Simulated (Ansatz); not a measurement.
# Ga: how well frozen cores do

Does the method matter for Ga? The same cell, functional and mesh are run with LAPW, all electrons, PAW on the default files and all-electron PAW on datasets made for the crystal.

Method: DFT PBEsol, scalar-relativistic, in Ansatz 0.2.0.

### Step 1. Starting point

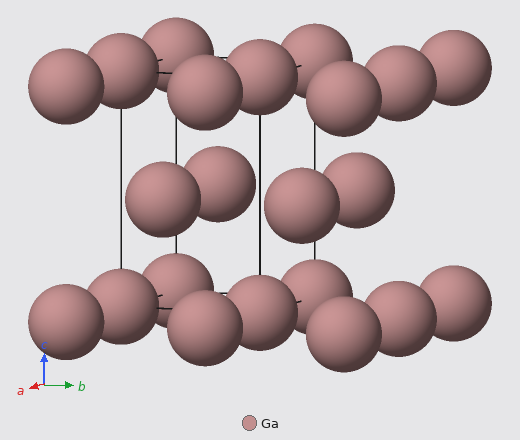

The starting structure, seen slightly off an axis (gallium pink). 2×2×1 cells are drawn. Atoms on the faces are drawn again on the opposite ones. The cell drawn here is the conventional one.

As a file:

```cif
data_structure
_symmetry_space_group_name_H-M 'I4/mmm'
_symmetry_Int_Tables_number 139
_cell_length_a 2.8080
_cell_length_b 2.8080
_cell_length_c 4.4580
_cell_angle_alpha 90.000
_cell_angle_beta 90.000
_cell_angle_gamma 90.000
_cell_volume 35.15
loop_
_atom_site_label
_atom_site_type_symbol
_atom_site_symmetry_multiplicity
_atom_site_Wyckoff_symbol
_atom_site_fract_x
_atom_site_fract_y
_atom_site_fract_z
_atom_site_occupancy
Ga1 Ga 2 a 0.00000 0.00000 0.00000 1
```

The file gives the conventional cell by its symmetry; the runs use the cell typed in the input.

The structure is an experimental refinement, used without relaxation.

### Step 2. LAPW, all electrons

File input.yaml:

```yaml
crystal:
  lattice:
    - [-1.404, 1.404, 2.229]
    - [1.404, -1.404, 2.229]
    - [1.404, 1.404, -2.229]
  atoms:
    - { symbol: Ga, position: [0.0, 0.0, 0.0] }
kpoints:
  mp_grid: { grid: [16, 16, 16] }
  band_path:
    path:
      - [0.0, 0.0, 0.0]
      - [0.0, 0.0, 0.5]
      - [0.25, 0.25, 0.25]
      - [0.0, 0.5, 0.0]
      - [0.0, 0.0, 0.0]
      - [0.5, 0.5, -0.5]
      - [0.3491868475, 0.6508131525, -0.3491868475]
      - [-0.3491868475, 0.3491868475, 0.3491868475]
      - [0.0, 0.0, 0.0]
    npoints: 14
scf:
  occupations: { method: fermi_dirac, width: 0.03 }
hamiltonian:
  xc: pbesol
  pseudopotentials: { kind: all_electron, lapw: { basis_error: 0.001 } }
output:
  forces: true
  stress: true
  eigenvalues: true
  populations: true
  dos: { projected: true, de: 0.2, e_range: [-14, 8] }
```

Run with:

```sh
$ ansatz run input.yaml --threads 1 --pin off --max-ram 3072MiB --backend cpu --events-out ev --progress --plain --runs-dir out
```

Output:

```text
Ga: projections on atomic orbitals take those of the free atom 1s2 2s2 2p6 3s2 3p6 3d10 4s2 4p1, of charge +0.00 (hamiltonian.pseudopotentials.projection_atoms)
LAPW: plane waves up to 7.759 Å⁻¹, error target 1.0e-3 eV per atom; small_component_spin mean_spin; Ga in spheres of 1.404 Å, 21 of its electrons in bands, Dirac shells []
Engine: ansatz 0.2.0
Pseudopotentials: kind: all_electron
Pseudopotential: Ga, LAPW, valence charge 21, Koelling and Harmon's equation, gaussian nucleus
Functional definition: PBEsol
  exchange = pbesol_x
  correlation = pbesol_c
Crystal: 1 atoms, lattice volume = 17.575 Å³
Basis set: ecut = 229.34747180135403 eV, 145 PW (Γ), exchange–correlation at level 2
Bands: 15, of which v1, the nominal top of the filled ones, is band 11 counted from 1 (10 counted from 0)
Symmetry: 16 space group operations
Space group: I4/mmm (ITA 139), of the structure as read, at distance tolerance 2.6e-5 Å
k-points: 349 of 4096
Non-local potential: Ga, projectors of the file, none
Initial density: superposition of atomic densities (chi_scale 0.1, normalization cell)
Initial wavefunctions: plane waves of lowest kinetic energy (no species holds an atomic orbital)
Functional: x = pbesol(κ = 0.804, μ = 0.12345679012345678), c = pbesol(β = 0.046)
iter 1 solved again at ethr=4.54e-5 eV; its pass at ethr=1.00e-1 eV (dr2=9.53e-3 eV) is discarded
SCF iter   1: F=—  HF=-52860.074607 eV  |F-HF|=—  |Δ(HF+E_count)|=         —  Δρ=9.72e-3  dr2=9.57e-3  ethr=4.54e-5  ⟨swp⟩=3.2  Hψ=36439  notcnv=0
preconditioner: auto → none  [metal: Δε(μ)=0.028 eV  Ē_g=21.468 eV  σ=0.030 eV  W_gap=0.23  n_scr=8 (ndim 8)  ℏωp=31.9 eV  f_vac=0.000  D(μ)=0.25/eV (n_scr^D=0)  sad-step TF]
SCF iter   2: F=—  HF=-52860.039849 eV  |F-HF|=—  |Δ(HF+E_count)|=   3.48e-2  Δρ=5.23e-3  dr2=3.28e-3  ethr=4.54e-5  ⟨swp⟩=2.0  Hψ=16362  notcnv=0
SCF iter   3: F=—  HF=-52860.032964 eV  |F-HF|=—  |Δ(HF+E_count)|=   6.89e-3  Δρ=2.98e-3  dr2=1.02e-3  ethr=1.56e-5  ⟨swp⟩=2.0  Hψ=14810  notcnv=0
SCF iter   4: F=—  HF=-52860.032097 eV  |F-HF|=—  |Δ(HF+E_count)|=   8.67e-4  Δρ=1.21e-3  dr2=1.69e-4  ethr=4.88e-6  ⟨swp⟩=2.0  Hψ=14809  notcnv=0
iter 5 solved again at ethr=3.13e-8 eV; its pass at ethr=8.05e-7 eV (dr2=6.57e-6 eV) is discarded
SCF iter   5: F=—  HF=-52860.031955 eV  |F-HF|=—  |Δ(HF+E_count)|=   1.42e-4  Δρ=2.37e-4  dr2=6.57e-6  ethr=3.13e-8  ⟨swp⟩=2.0  Hψ=25114  notcnv=0
SCF iter   6: F=—  HF=-52860.031950 eV  |F-HF|=—  |Δ(HF+E_count)|=   5.25e-6  Δρ=2.33e-5  dr2=6.37e-8  ethr=3.13e-8  ⟨swp⟩=2.0  Hψ=14809  notcnv=0
SCF iter   7: F=-52860.031949 eV  HF=-52860.031949 eV  |F-HF|=1.96e-10  |Δ(HF+E_count)|=   4.83e-8  Δρ=1.17e-6  dr2=1.60e-10  ethr=3.03e-10  ⟨swp⟩=2.0  Hψ=14809  notcnv=0
SCF 1 converged in 7 iterations: F = -52860.031949 eV  dr2 = 1.60e-10
NSCF: frozen V_eff on 113 k-points
SCF converged after 7 iterations
Free energy (F): -52860.031949 eV
Harris-Foulkes:  -52860.031949 eV  (|F-HF|=1.96e-10)
Internal energy: -52860.031369 eV  (E = F + TS)
E sigma→0 (E₀):  -52860.031659 eV
Entropy (-TS):   -0.000580 eV (-0.580 meV/atom)
Fermi energy:    12.750576 eV
--- Per-component energies (eV) ---
  E_band       = -746.515095
  E_kinetic    = 53894.232249
  E_xc         = -2019.055157
  E_electrostatic = -104735.208461  (all electrons and nuclei)
  E_smearing   = -0.000580  (= −TS)
  E_closure    = 0.000000  (closes the sum)
  E_atoms      = -52856.706127  (free atoms, spherical and without spin; not in F)
  Σ components = -52860.031949   (vs F -52860.031949, Δ=0.00e0)
  Basis errors (estimates in eV, not in F): energy 2.4e-4 per atom: plane waves 2.3e-4 (1.2e-4 summed), levels above the bands 1.1e-230, relativity 1.1e-8, radial functions 9.2e-6, core shells 1.3e-11; eigenvalues (radial functions only) 1.5e-4; not estimated: angular momenta, meshes, grids; target (lapw.basis_error) 1.0e-3; muffin-tin radii Ga 1.404 Å
--- Forces (eV/Å), atoms counted from 1 ---
  atom   1  Ga    -0.00000000     0.00000000     0.00000000
  max |Σ_I F_I| component: 9.86e-32 eV/Å
--- Stress (GPa, compression-positive) ---
        0.897006       0.000000       0.000000
        0.000000       0.897006       0.000000
        0.000000       0.000000       0.140070
  P = ⅓ Tr σ = 0.6447 GPa (6.447 kbar)
--- Band table (eV; the first three rows and the last of 349) ---
  k-point 0: bands = ["-130.6024", "-81.5130", "-81.4960", "-81.4960", "-2.2411", "-2.1076", "-2.1076", "-2.0838", "-1.9441", "1.1557", "25.7807", "25.7807", "25.8241", "29.0127", "29.1987"]
  k-point 1: bands = ["-130.6024", "-81.5131", "-81.4963", "-81.4962", "-2.2258", "-2.1163", "-2.1010", "-2.0787", "-1.9515", "1.3076", "24.6093", "24.9099", "25.2612", "27.3805", "30.4260"]
  k-point 2: bands = ["-130.6023", "-81.5132", "-81.4969", "-81.4966", "-2.1815", "-2.1410", "-2.0816", "-2.0674", "-1.9726", "1.7660", "22.7913", "23.2984", "24.1004", "25.6420", "31.0887"]
  k-point 348: bands = ["-130.6021", "-81.5169", "-81.4973", "-81.4973", "-2.3850", "-2.3032", "-1.8778", "-1.8693", "-1.8693", "8.9296", "9.0748", "19.3169", "19.3169", "22.5128", "23.3617"]
--- Löwdin populations: 1 site ---
  site symbol       q [e]
     0     Ga     30.9827
  spilling = 0.000557 (of n_electrons = 31.000000)
```

Wall time 16 s (1 thread of Intel Xeon Platinum 8488C (Sapphire Rapids), shared host); peak memory 0.42 GiB.

This run gives: pressure 0.64 GPa; no gap.

Levels at the path's labelled points, in eV from the Fermi level:

```
point  band 8  band 9  band 10  band 11  band 12  band 13  band 14
    Γ  -14.83  -14.69   -11.59    13.03    13.03    13.07    16.26
    X  -14.65  -14.54    -2.25    -1.32     4.15     5.06     8.22
    P  -14.72  -14.54    -0.59    -0.14    -0.14     2.02    14.45
    N  -14.66  -14.62    -4.95    -4.29     8.76    11.93    12.78
    Γ  -14.83  -14.69   -11.59    13.03    13.03    13.07    16.26
    M  -14.62  -14.62    -3.82    -3.68     6.57     6.57     9.76
    S  -14.72  -14.66    -2.79    -1.69    -1.20     8.44    11.61
   S0  -14.72  -14.66    -2.79    -1.69    -1.20     8.44    11.61
    Γ  -14.83  -14.69   -11.59    13.03    13.03    13.07    16.26
```

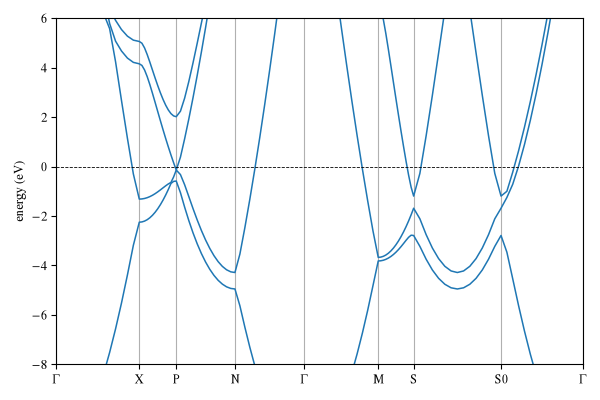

Bands along the path, counted from its Fermi level.

States per cell, counted by energy window (eV from the Fermi level, on a grid of 0.20 eV):

```
from  to  total  Ga 4p  Ga 4s
 -10  -9   0.16   0.09   0.07
  -9  -8   0.19   0.11   0.08
  -8  -7   0.22   0.13   0.10
  -7  -6   0.25   0.14   0.11
  -6  -5   0.30   0.15   0.14
  -5  -4   0.31   0.14   0.16
  -4  -3   0.31   0.16   0.15
  -3  -2   0.33   0.21   0.11
  -2  -1   0.34   0.25   0.09
  -1   0   0.41   0.27   0.13
   0   1   0.37   0.25   0.11
   1   2   0.41   0.28   0.11
   2   3   0.44   0.31   0.10
   3   4   0.46   0.35   0.09
   4   5   0.51   0.40   0.08
```

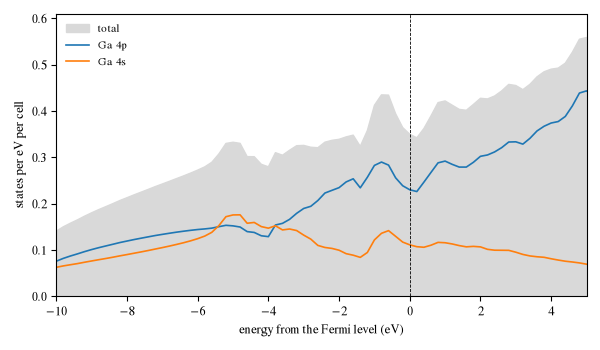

Density of states, total and projected.

### Step 3. PAW on the default files

Changes to input.yaml since step 2:

```diff
@@ -25,3 +25,3 @@
   xc: pbesol
-  pseudopotentials: { kind: all_electron, lapw: { basis_error: 0.001 } }
+  pseudopotentials: { kind: paw }
 output:
@@ -30,3 +30,9 @@
   eigenvalues: true
+  efg: { contact_densities: true }
   populations: true
+  bader: true
   dos: { projected: true, de: 0.2, e_range: [-14, 8] }
+  write_density: true
+  write_potential: true
+  elf: true
+  volumetric_format: npy
```

Run with:

```sh
$ ansatz run input.yaml --threads 1 --pin off --max-ram 3072MiB --backend cpu --events-out ev --progress --plain --runs-dir out
```

Output:

```text
[... 1 set-up line as earlier in the session ...]
Pseudopotentials: kind: paw
Pseudopotential: Ga, paw, valence charge 13, recommended cutoff 420 eV (normal)
[... 3 set-up lines as earlier in the session ...]
Crystal: 1 atoms, lattice volume = 17.575 Å³
Basis set: ecut = 420 eV, 339 PW (Γ), exchange–correlation on 40×40×40 points (8 copies of the dense FFT grid, shifted against one another)
Bands: 11, of which v1, the nominal top of the filled ones, is band 7 counted from 1 (6 counted from 0)
[... 2 set-up lines as earlier in the session ...]
k-points: 349 of 4096
Non-local potential: Ga, projectors of the file, l = 0: 2, l = 1: 2, l = 2: 3, l = 3: 1
PAW form: soft (Blöchl's): semilocal exchange-correlation on the pseudo side does not see the compensation charge
PAW frozen core: Ga, regenerated for the run's functional, and the local potential with it (the file was generated under x = pbe(κ = 0.804, μ = 0.2195149727645171), c = pbe(β = 0.06672455060314922))
PAW one-centre angular grid: Ga, 590 points (default); XC on 64 Gauss nodes
Initial density: superposition of atomic densities (neutral atoms: chi_scale 0, normalization atom), corrected by the library's trained network
Initial wavefunctions: pseudopotential atomic-orbital guess
[... 1 set-up line as earlier in the session ...]
SCF iter   1: F=—  HF=-3743.188602 eV  |F-HF|=—  |Δ(HF+E_count)|=         —  Δρ=2.03e-3  dr2=3.35e-4  ethr=1.77e-3  ⟨swp⟩=5.5  Hψ=22809  notcnv=0
preconditioner: auto → none  [metal: Δε(μ)=0.055 eV  Ē_g=21.952 eV  σ=0.030 eV  W_gap=0.43  n_scr=0 (ndim 8)  ℏωp=31.9 eV  f_vac=0.000  D(μ)=0.19/eV (n_scr^D=0)]
SCF iter   2: F=—  HF=-3743.188131 eV  |F-HF|=—  |Δ(HF+E_count)|=   4.71e-4  Δρ=5.98e-4  dr2=2.27e-5  ethr=2.58e-6  ⟨swp⟩=2.0  Hψ=10283  notcnv=0  defer=143
SCF iter   3: F=—  HF=-3743.188145 eV  |F-HF|=—  |Δ(HF+E_count)|=   1.39e-5  Δρ=2.78e-4  dr2=4.62e-6  ethr=1.75e-7  ⟨swp⟩=1.0  Hψ=3686  notcnv=0  defer=143
iter 4 did not close the SCF: its close was put off for the readings that it lacked (scf_convergence_deferred on its scf_iter line)
SCF iter   4: F=-3743.188149 eV  HF=-3743.188149 eV  |F-HF|=8.68e-10  |Δ(HF+E_count)|=   4.41e-6  Δρ=9.17e-6  dr2=5.40e-9  ethr=3.56e-8  ⟨swp⟩=2.0  Hψ=4135  notcnv=0  defer=143
iter 5 did not close the SCF: its close was put off for the readings that it lacked (scf_convergence_deferred on its scf_iter line)
SCF iter   5: F=-3743.188149 eV  HF=-3743.188149 eV  |F-HF|=4.43e-10  |Δ(HF+E_count)|=   2.86e-9  Δρ=1.37e-6  dr2=1.68e-10  ethr=4.15e-11  ⟨swp⟩=2.0  Hψ=5732  notcnv=0  defer=143
SCF iter   6: F=-3743.188149 eV  HF=-3743.188149 eV  |F-HF|=2.23e-11  |Δ(HF+E_count)|=  1.50e-10  Δρ=4.15e-7  dr2=1.50e-11  ethr=1.29e-12  ⟨swp⟩=4.7  Hψ=18457  notcnv=0
SCF 1 converged in 6 iterations: F = -3743.188149 eV  dr2 = 1.50e-11
NSCF: frozen V_eff on 113 k-points
SCF converged after 6 iterations
Free energy (F): -3743.188149 eV
Harris-Foulkes:  -3743.188149 eV  (|F-HF|=2.23e-11)
Internal energy: -3743.187571 eV  (E = F + TS)
E sigma→0 (E₀):  -3743.187860 eV
Entropy (-TS):   -0.000579 eV (-0.579 meV/atom)
Fermi energy:    10.539969 eV
--- Per-component energies (eV) ---
  E_band       = -25.085279
  E_kinetic    = 115.453994
  E_local      = -1733.063450  (includes V_loc(G=0)·N_el)
  E_nonlocal   = 423.400334
  E_hartree    = 816.765903
  E_xc         = -69.280120
  E_vxc        = -58.881051  (∫ρ·V_xc dr)
  E_paw        = -1946.130675  (= ΣΔE_a)
  E_vpaw       = -405.527032  (= ΣTr[D̂ρ^β])
  E_aug_tail   = -0.000100  (compensation charges beyond the density's cutoff)
  E_ewald      = -1351.196434
  E_core_change = 0.862978  (= ΣΔE_core)
  E_smearing   = -0.000579  (= −TS)
  E_closure    = 0.000000  (closes the sum)
  Σ components = -3743.188149   (vs F -3743.188149, Δ=0.00e0)
--- Forces (eV/Å), atoms counted from 1 ---
  atom   1  Ga    -0.00000000     0.00000000     0.00000000
  max |Σ_I F_I| component: 9.86e-32 eV/Å
--- Stress (GPa, compression-positive) ---
        0.860594       0.000000       0.000000
        0.000000       0.860594      -0.000000
        0.000000       0.000000       0.104434
  P = ⅓ Tr σ = 0.6085 GPa (6.085 kbar)
--- PAW observables at the nuclei: V_zz in 10²¹ V/m², potentials from the cell's mean, atoms counted from 1 ---
  atom   1  Ga V_zz =    +2.212579   η = 0.0000   by run symmetry: allowed
            electrostatic potential = -4134.058509 V   contact ρ = 187073.874840 e/Å³
--- Band table (eV; the first three rows and the last of 349) ---
  k-point 0: bands = ["-4.4575", "-4.3244", "-4.3244", "-4.3008", "-4.1605", "-1.0536", "23.5583", "23.5583", "23.6014", "26.8082", "26.9765"]
  k-point 1: bands = ["-4.4422", "-4.3331", "-4.3178", "-4.2956", "-4.1680", "-0.9019", "22.3907", "22.6900", "23.0403", "25.1662", "28.2180"]
  k-point 2: bands = ["-4.3979", "-4.3578", "-4.2985", "-4.2843", "-4.1890", "-0.4438", "20.5751", "21.0809", "21.8821", "23.4291", "28.8732"]
  k-point 348: bands = ["-4.6012", "-4.5199", "-4.0943", "-4.0864", "-4.0864", "6.7190", "6.8642", "17.1018", "17.1018", "20.3035", "21.1503"]
--- Löwdin populations: 1 site ---
  site symbol       q [e]
     0     Ga     12.9768
  spilling = 0.001783 (of n_electrons = 13.000000)
--- Bader charges: 1 site ---
  site symbol  charge [e]  shift [e]
     0     Ga      0.0000     0.0000
  estimated error of the sums over rays = 2.8e-7 e
```

It took 9 s on 1 thread of Intel Xeon Platinum 8488C (Sapphire Rapids), shared host; peak memory 0.43 GiB.

Result: pressure 0.61 GPa; no gap; Vzz Ga 2.21 (η = 0.00) (10²¹ V/m²).

The fields are shown in the conventional cell of this run's space group, carried over from its grid by interpolation.

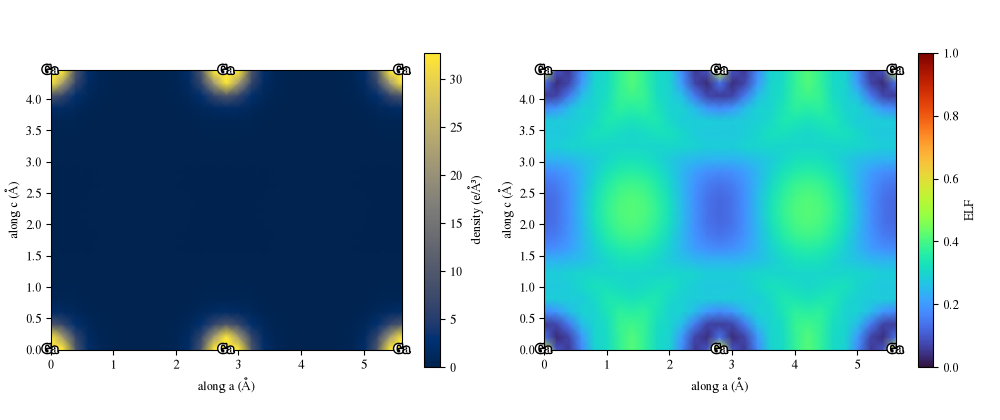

Density (left) and ELF (right) in a lattice plane of the grid's cell (edges 2.81 and 4.46 Å, at 0.000 of the third edge), which holds Ga. Only atoms in the plane are labelled; the density scale stops at 32.73 e/Å³. Both are smooth fields of the valence electrons: close to the nuclei they are not physical.

[end of part 1 of 2]
